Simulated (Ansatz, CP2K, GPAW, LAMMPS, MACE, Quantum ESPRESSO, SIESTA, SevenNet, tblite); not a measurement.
# GPAW on ionic liquid ethylpyridinium dicyanamide with Li salt at 400 K (98 atoms): settings against a plane-wave reference

Aim: run ionic liquid ethylpyridinium dicyanamide with Li salt at 400 K (98 atoms) in GPAW and see how near its forces come to a plane-wave reference, and at what cost.

Program: GPAW 26.7.0. Level of theory: the method is named at each step. Results are calculated unless marked as measured.

## (1) Set-up

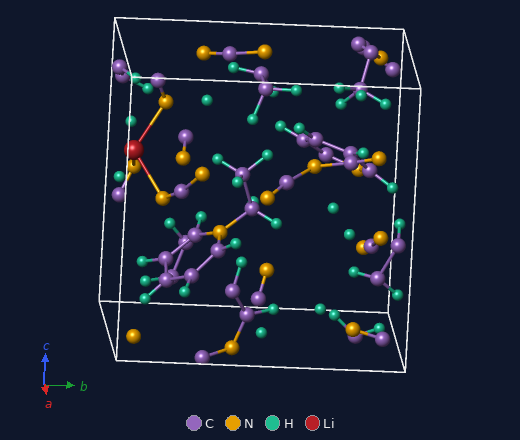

The cell as given, slightly off an axis (carbon purple, nitrogen orange, hydrogen teal, lithium red). Bonds to atoms that aren't drawn are left out. Some periodic images of atoms are drawn too.

The cell holds 98 atoms: 38 C, 19 N, 40 H and 1 Li. Cell: a = 10.520 Å, b = 10.520 Å, c = 10.520 Å, α = 90.0°, β = 90.0°, γ = 90.0°. 4 ethylpyridinium, 5 dicyanamide, 1 Li+ placed at random, at 1.1 g/cm³; overlaps pushed apart, then 10 ps at 700 K with Joung-Cheatham ions (J. Phys. Chem. B 112, 9020 (2008)); MMFF94 bonds, angles, torsions, charges and radii (Halgren, J. Comput. Chem. 17, 490 (1996)) in harmonic and 12-6 forms; charges of ions scaled by 0.8. Snapshot after 30 ps at 400 K and fixed volume.

The yardstick, on the same geometry:

| Property | Result |
| --- | --- |
| method | Kohn-Sham DFT, PBE, PAW, plane waves (Ansatz 0.2.0); cutoff 420 eV, Γ point, fermi-dirac smearing of 0.05 eV; PAW set soft_2 |
| r.m.s. force component | 1.687 eV/Å |
| longest force | 9.652 eV/Å |
| pressure | 0.7686 GPa |
| gap (highest filled to lowest empty level) | 1.781 eV |
| SCF cycles | 11 |
| time | 5.9 s on 8 threads of Arm Neoverse V2, shared host |
| CPU time | 41 s |

## (2) PBE, LCAO dzp, h 0.18 Å

Method: Kohn-Sham DFT, PBE, PAW, atomic orbitals (dzp).

The input, run.py:

```python
import numpy as np
from ase.io import read
from gpaw import GPAW, FermiDirac
from ase.parallel import parprint as print

atoms = read("structure.xyz")
atoms.calc = GPAW(
    mode="lcao",
    basis="dzp",
    h=0.18,
    xc="PBE",
    kpts={"size": (1, 1, 1), "gamma": True},
    occupations=FermiDirac(0.05),
    maxiter=200,
    symmetry={"point_group": False},
    txt="gpaw.txt",
)
energy = atoms.get_potential_energy(force_consistent=True)
forces = atoms.get_forces()
print(f"energy {energy:.6f} eV")
print("forces (eV/A)")
for i, (a, f) in enumerate(zip(atoms, forces)):
    print(f"{i:4d} {a.symbol:2s} {f[0]:10.5f} {f[1]:10.5f} {f[2]:10.5f}")
print(f"Fermi level {atoms.calc.get_fermi_level():.4f} eV")
for k in range(len(atoms.calc.get_ibz_k_points())):
    for s in range(atoms.calc.get_number_of_spins()):
        e = atoms.calc.get_eigenvalues(kpt=k, spin=s)
        n = np.searchsorted(e, atoms.calc.get_fermi_level())
        print(f"k {k} spin {s} levels about the Fermi level:", np.round(e[max(n - 6, 0):n], 4).tolist(), "|", np.round(e[n:n + 6], 4).tolist())
```

The input, structure.xyz:

```xyz
98
Lattice="10.51987 0.00000 0.00000 0.00000 10.51987 0.00000 0.00000 0.00000 10.51987" Properties=species:S:1:pos:R:3 pbc="T T T"
C 5.06090 8.70730 9.27747
C 4.39962 9.06655 0.00158
N 3.05560 9.53027 10.05626
C 1.94881 8.77462 10.30537
C 0.66938 9.04625 9.92203
C 0.48886 10.17387 9.11442
C 1.65940 0.29140 8.72623
C 2.87382 0.07343 9.29283
H 4.49914 8.07768 8.58989
H 5.42257 9.63010 8.83974
H 5.70556 7.89727 9.42801
H 4.37458 8.26978 0.73997
H 4.93287 9.88794 0.42953
H 2.11313 7.90368 0.47287
H 10.33199 8.38065 10.14115
H 10.03511 0.09468 8.78283
H 1.44732 1.24587 8.24295
H 3.78821 0.61078 9.09127
C 9.88184 9.37910 3.29840
C 10.24888 10.03133 4.62096
N 0.51305 9.12841 5.36829
C 0.04734 7.95071 5.76962
C 0.91323 7.05852 6.45962
C 2.19718 7.39379 6.76470
C 2.66311 8.66122 6.39166
C 1.80205 9.44127 5.61729
H 9.50165 10.16283 2.64101
H 0.25279 8.94536 2.89454
H 9.23992 8.55308 3.37214
H 0.16274 0.47750 4.67408
H 9.28852 10.11507 5.22238
H 9.49976 7.65184 5.75816
H 0.44204 6.21451 6.84023
H 2.86477 6.72725 7.29143
H 3.66197 9.04509 6.63425
H 2.18929 10.27707 5.08415
C 7.03074 4.94129 10.11107
C 8.50531 5.03134 9.87479
N 9.22172 4.26549 0.38166
C 9.83092 3.16764 0.09510
C 0.16769 2.58073 1.04368
C 0.14339 3.02446 2.32920
C 9.95138 4.12779 2.63186
C 9.29115 4.74509 1.63689
H 6.78195 3.93885 10.25351
H 6.84728 5.47843 0.48612
H 6.44573 5.45150 9.34827
H 8.69636 4.60328 8.75821
H 8.69783 6.13245 9.89425
H 9.66103 2.84015 9.59528
H 0.65065 1.59997 0.94426
H 0.51873 2.37938 3.08895
H 9.84113 4.40330 3.68995
H 8.82943 5.72176 1.78522
C 4.65978 4.63001 5.86598
C 4.11011 5.08215 4.50093
[... 38 atom lines left out ...]
N 7.79827 0.77489 0.36062
C 7.04253 1.20190 9.71762
N 6.44921 1.57514 8.80892
Li 6.76533 0.48770 7.04789
```

The run is started by

```
> OMP_NUM_THREADS=1 mpirun -np 2 gpaw python run.py > output.txt
```

The program printed:

```text
energy -611.015972 eV
forces (eV/A)
   0 C     0.02694   -0.48567   -1.27045
   1 C    -1.49955    0.09434   -0.33047
   2 N    -1.40439   -1.66520    1.86163
   3 C     1.16611   -2.37618    2.31881
   4 C    -1.54324    0.22874   -0.93740
   5 C    -0.33917   -0.13379   -0.24382
   6 C    -1.96658    2.44937   -0.39385
   7 C     1.65726    0.27219   -0.61197
   8 H    -1.42273    0.30392   -0.71314
   9 H     0.78673    0.11995   -0.87504
  10 H     2.94410   -0.99354    0.76836
  11 H    -0.72454   -0.53019    0.48899
  12 H     0.48078    1.29226    0.88023
  13 H     0.18953    0.17204   -0.27639
  14 H     0.17838   -0.02027    0.44631
  15 H     0.16562   -0.55527    0.09020
  16 H     0.66747    0.50700   -0.75395
  17 H     0.57289    1.06232   -0.42406
  18 C     1.34365    2.22779    0.03174
  19 C    -3.75482   -1.09362    0.23630
  20 N     1.71061   -0.53748    0.72651
  21 C     0.05789   -2.23588    1.80486
  22 C    -1.52013    1.89358   -1.36559
  23 C     1.41390    0.98117    0.26987
[...]
90 C     5.42145    1.20464    3.22952
  91 N    -1.17386   -0.22228   -0.99292
  92 N     0.20333   -6.90694    1.83629
  93 C    -1.19762   11.38518   -3.63961
  94 N    -1.20009   -2.17434   -1.81671
  95 C     5.23205   -4.67592    7.87790
  96 N    -2.89248    2.05609   -4.51890
  97 Li    0.01959    0.45176   -0.16534
Fermi level 0.7922 eV
k 0 spin 0 levels about the Fermi level: [-1.4441, -0.6161, -0.4482, -0.2116, -0.0309, -0.0004] | [1.5733, 1.6599, 1.7128, 1.9243, 2.2618, 2.375]
```

gpaw.txt:

```text
Input parameters:
  mode=LCAO(),
  basis={'default': 'dzp'},
  h=0.18,
  kpts=MonkhorstPack(size=(1, 1, 1), gamma=True),
  maxiter=200,
  occupations=Occupations(name='fermi-dirac', width=0.05, fixmagmom=False),
  symmetry=Symmetry(point_group=False),
  xc=XC(name='PBE')
Unit cell  # Å
| periodic |         x |         y |         z |   lengths |    angles |
|----------|-----------|-----------|-----------|-----------|-----------|
|      yes | 10.519870 |  0.000000 |  0.000000 | 10.519870 | 90.000000 |
|      yes |  0.000000 | 10.519870 |  0.000000 | 10.519870 | 90.000000 |
|      yes |  0.000000 |  0.000000 | 10.519870 | 10.519870 | 90.000000 |
Number of symmetries: 1
Symmetry operations  # r_c * U_cc + t_c -> r_c
|   | kind |            matrix            |
|---|------|------------------------------|
| 0 |  E   |  1, 0, 0,  0, 1, 0,  0, 0, 1 |
BZ-sampling:
  Number of BZ points: 1
  Number of IBZ points: 1
  Monkhorst-Pack size: [1, 1, 1]
  Monkhorst-Pack shift: [0, 0, 0]
[... lines left out ...]
        l=0, rc=6.6719 Bohr: 2s-dz split-valence wave
        l=1, rc=10.8906 Bohr: p-type Gaussian polarization
      Number of RI-basis functions 0
Reference energy: -67904.971278  # eV
eigensolver:
density mixing:
  MSR1-Mixer
occupation numbers:
  Fermi-Dirac:
    width: 0.0500  # eV
FastPoissonSolver using
    Stencil: 6*3+1=19 point O(h^6) finite-difference Laplacian
xc functional:
  name: PBE with 2 nearest neighbor stencil
interpolation: tri-quintic # 5. degree polynomial
Initialization done in: 3.908 s
convergence criteria:
- Maximum [total energy] change in last 3 cyles: 0.0005 eV / valence electron
- Maximum integral of absolute [dens]ity change: 0.0001 electrons / valence electron
- Maximum integral of absolute [eigenst]ate change: 4e-08 eV^2 / valence electron
maximum number of iterations: 200
SCF iterations
|iter     |      energy | eigst |  dens |
|---------|-------------|-------|-------|
|iter:   1| -634.755086 |      c|       |
|iter:   2| -629.716394 |      c| -0.78 |
|iter:   3| -612.575107 |      c| -0.82 |
|iter:   4| -611.953110 |      c| -1.29 |
|iter:   5| -611.034680 |      c| -1.66 |
|iter:   6| -611.023579 |      c| -2.04 |
|iter:   7| -611.016436c|      c| -2.54 |
|iter:   8| -611.016050c|      c| -2.96 |
|iter:   9| -611.015976c|      c| -3.33 |
|iter:  10| -611.015975c|      c| -3.72 |
|iter:  11| -611.015972c|      c| -4.18c|
Converged in 11 steps
SCF loop duration: 34.880 s (3.171 s/step)
Energy contributions relative to reference atoms: (reference = -67904.971278)
Energy contributions:
  Kinetic:         481.528194
  Coulomb:        -534.102055
  Zero:              6.333119
  External:          0.000000
  Xc:             -564.775230
  Entropy:          -0.000001
  Spinorbit:         0.000000
  ----------------------------
  Free energy:    -611.015972
  Extrapolated:   -611.015972
dipole moment: (-56.859244, -26.552109, -0.703884)  # |e|*Ang
Fermi level: 0.792
Eigenvalues  # (at kpt = [0.000, 0.000, 0.000])
| band index |      eig [eV] | occ [0-2] |
|------------|---------------|-----------|
|          0 |       -22.177 |     2.000 |
|        ... |               |           |
|        136 |        -1.754 |     2.000 |
|        137 |        -1.614 |     2.000 |
[...]
|        151 |         2.760 |     0.000 |
|        ... |               |           |
|        176 |         6.216 |     0.000 |
Gap: 1.574 eV
Transition (v -> c):
  (s=0, k=0, n=143, [0.00, 0.00, 0.00]) -> (s=0, k=0, n=144, [0.00, 0.00, 0.00])
No difference between direct/indirect transitions
Force computation time: 5.896  # s
```

Wall time 47 s (2 MPI ranks of Arm Neoverse V2, shared host); peak memory 1.3 GiB; 93 s of CPU time.

Banners, paths, timers and routine set-up lines are dropped from the logs unmarked, and long logs keep their key lines alone; longer cuts are marked.

Against the reference:

| Quantity | Value |
| --- | --- |
| r.m.s. force component | 2.104 eV/Å |
| r.m.s. difference of force components | 612.4 meV/Å |
| longest difference of force vectors | 2670 meV/Å |
| force difference over r.m.s. force | 36.29 % |
| slope of forces against the reference's | 1.212 |
| correlation of force components | 0.9716 |
| gap (highest filled to lowest empty level) | 1.574 eV |
| gap difference | -0.207 eV |

This run lies far from the reference in forces at the same functional. Basis and potentials both differ; the latter hold 288 valence electrons against the reference's 290.

Length of the force difference by element (eV/Å):

```csv
element,atoms,mean,most
C,38,0.71,2.4
H,40,0.61,0.81
Li,1,0.018,0.018
N,19,1.4,2.7
```

Levels nearest the highest filled one (eV from it): -1.44, -0.62, -0.45, -0.21, -0.03, 0.00, 1.57, 1.66, 1.71, 1.92, 2.26, 2.38.

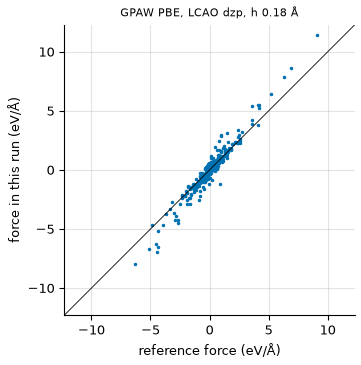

Force components against those of the reference; the line marks equality.

Local excerpt of 13 atoms (numbers count through the whole input) about C94, which bears the longest force; x, y, z are measured from there.

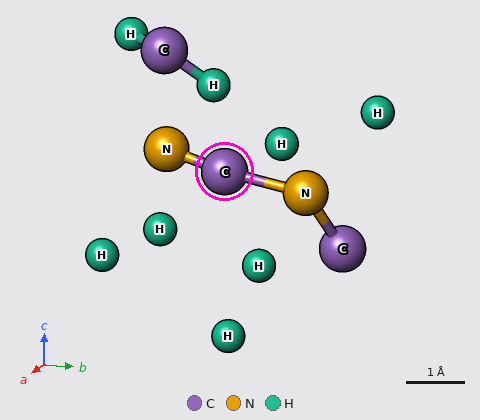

The atoms of the table, within 3.4 Å (arrows a, b, c point along x, y, z); some may hide others; the central atom is ringed.

```csv
atom,x,y,z,distance (Å),bonds,Fx,Fy,Fz (eV/Å)
C94,0.00,0.00,0.00,0.00,2,-1.20,11.39,-3.64
N93,-0.05,-1.09,0.30,1.13,1,0.20,-6.91,1.84
N95,-0.08,1.48,-0.28,1.51,2,-1.20,-2.17,-1.82
C96,-0.83,1.90,-1.45,2.53,2,5.23,-4.68,7.88
H27,1.63,0.34,2.00,2.60,1,-0.45,0.13,-0.54
H13,-2.94,0.07,-0.22,2.95,1,0.48,1.29,0.88
H15,2.46,-1.44,-1.02,3.03,1,0.18,-0.02,0.45
H70,-2.51,1.99,0.62,3.26,1,0.54,-1.89,-1.66
H29,1.37,-1.27,2.73,3.30,1,-2.01,-1.40,0.46
H16,2.16,0.80,-2.38,3.31,1,0.17,-0.56,0.09
C19,2.01,-0.44,2.65,3.36,4,1.34,2.23,0.03
H11,-2.17,-1.92,-1.74,3.38,1,2.94,-0.99,0.77
H10,-2.45,-0.19,-2.33,3.38,1,0.79,0.12,-0.88
```

Atoms are counted from 1 here, from 0 in the log.

Forces lie 36 % from the reference's, at 2.3 times its CPU time (on 2 against 8 cores).

## (3) PBE, LCAO szp(dzp), h 0.18 Å

Method: Kohn-Sham DFT, PBE, PAW, atomic orbitals (szp(dzp)).

Edit run.py of step 2 so:

```diff
@@ -3,3 +3,2 @@
 from gpaw import GPAW, FermiDirac
-from ase.parallel import parprint as print
 
@@ -8,3 +7,3 @@
     mode="lcao",
-    basis="dzp",
+    basis="szp(dzp)",
     h=0.18,
```

structure.xyz is that of step 2.

The run is started by

```
> OMP_NUM_THREADS=1 python run.py > output.txt
```

The program printed:

```text
energy -538.861754 eV
forces (eV/A)
   0 C    -0.37744    0.72221   -1.04239
   1 C    -2.15878   -0.00186   -1.08454
   2 N    -0.86135   -1.79324    2.06239
   3 C     0.95757   -1.84593    1.58652
   4 C    -0.83046    0.64548   -0.81821
   5 C     0.13290   -0.34857   -0.00487
[...]
95 C     5.71299   -5.43379    8.60156
  96 N    -4.31112    3.03785   -6.50847
  97 Li    0.11414    0.38014   -0.17038
Fermi level -0.0235 eV
k 0 spin 0 levels about the Fermi level: [-1.5542, -0.9594, -0.6852, -0.5151, -0.283, -0.2608] | [0.1992, 0.288, 0.3351, 0.5453, 0.9318, 0.9715]
```

gpaw.txt:

```text
Input parameters:
  mode=LCAO(),
  basis={'default': 'szp(dzp)'},
  h=0.18,
  kpts=MonkhorstPack(size=(1, 1, 1), gamma=True),
  maxiter=200,
  occupations=Occupations(name='fermi-dirac', width=0.05, fixmagmom=False),
[... lines left out ...]
  Fermi-Dirac:
[... lines left out ...]
convergence criteria:
- Maximum [total energy] change in last 3 cyles: 0.0005 eV / valence electron
[... lines left out ...]
Converged in 12 steps
[... lines left out ...]
  Free energy:    -538.861754
[... lines left out ...]
Fermi level: -0.024
[... lines left out ...]
|        ... |               |           |
|        176 |         6.226 |     0.000 |
Gap: 0.460 eV
Transition (v -> c):
  (s=0, k=0, n=143, [0.00, 0.00, 0.00]) -> (s=0, k=0, n=144, [0.00, 0.00, 0.00])
No difference between direct/indirect transitions
Force computation time: 8.829  # s
timing:  # [seconds]
  Total:  68.492  # ━━━━━━━━━━━━━━━━━━━━━━━━━━━━━━━━━━━━━━━━━━━━━━━━━━━━━━━━━
  Init:    6.238  # ━━━━━
  SCF:    53.396  # ━━━━━━━━━━━━━━━━━━━━━━━━━━━━━━━━━━━━━━━━━━━━╸
  Forces:  8.829  # ━━━━━━━╸
```

The job ended after 70 s (1 thread; peak memory 1.1 GiB).

Numbers from this run, and their distance from the reference:

```yaml
r_m_s_force_component: 2.594 eV/Å
r_m_s_difference_of_force_components: 1490 meV/Å
longest_difference_of_force_vectors: 5773 meV/Å
force_difference_over_r_m_s_force: 88.33 %
slope_of_forces_against_the_reference_s: 1.291
correlation_of_force_components: 0.8401
spacing_of_highest_filled_and_lowest_empty_level: 0.46 eV
gap_difference: -1.321 eV
```

This is a coarse setting, run to see what it loses.

Against the first run (36 %), the force difference from the reference is 88 %, at 0.75 times the CPU time (on 1 against 2 cores), with 677 basis functions against 946: the smaller basis costs accuracy.

(Continued in part 2 of 2.)

[Also dropped from logs without a mark: logging warnings of Python, and SIESTA's first energy breakdown and zero terms.]

[Logs are printed without paths, hosts, clocks, repeated set-up lines and the standing remarks that a program may print on its own settings, such as how far it seeks lower states.]

[Hosts, paths, dates, database ids (printed as entryN), source tags and the programs' standing remarks are cut or masked in the printed files.]

[The MMFF94 radii named for the starting cell were scaled by 0.96; in molecules described by MMFF94, hydrogen bound to N, O or S took a small fixed 12-6 site in their place.]
